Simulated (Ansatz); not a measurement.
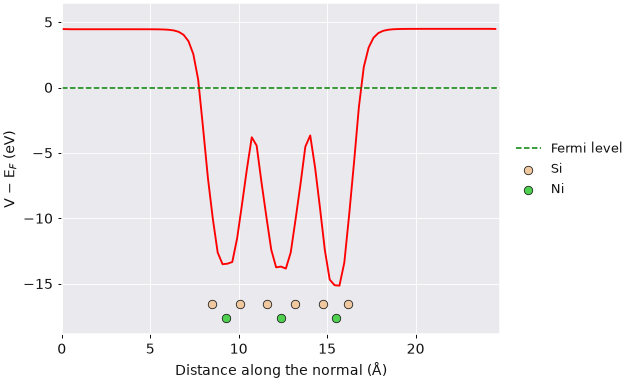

Plane-averaged electrostatic potential energy of an electron across the slab; circles at the bottom mark the heights of the atoms (positions after relaxation).

Structure: a (111) slab cut from Si₂Ni (Fm-3m), ended by Si planes, 9 atoms in the cell; a = 3.81 Å, b = 3.81 Å, c = 24.78 Å, α = 90.00°, β = 90.00°, γ = 120.00°.

Method: DFT PBEsol, scalar-relativistic, plane waves, PAW, no spin polarisation, 9×9×1 k mesh, 420 eV cutoff (Ansatz 0.2.0).

Read off the work function of each face.

Answer. The work function is 4.48 eV, the same on both faces. The two vacuum levels agree, so the slab has no net dipole along its normal.

How thick are slab and vacuum?

Answer. The outermost atoms are 7.7 Å apart, which leaves 17.1 Å of vacuum in a cell 24.8 Å high.

The run has no spin polarisation, so a magnetic state may lie lower.
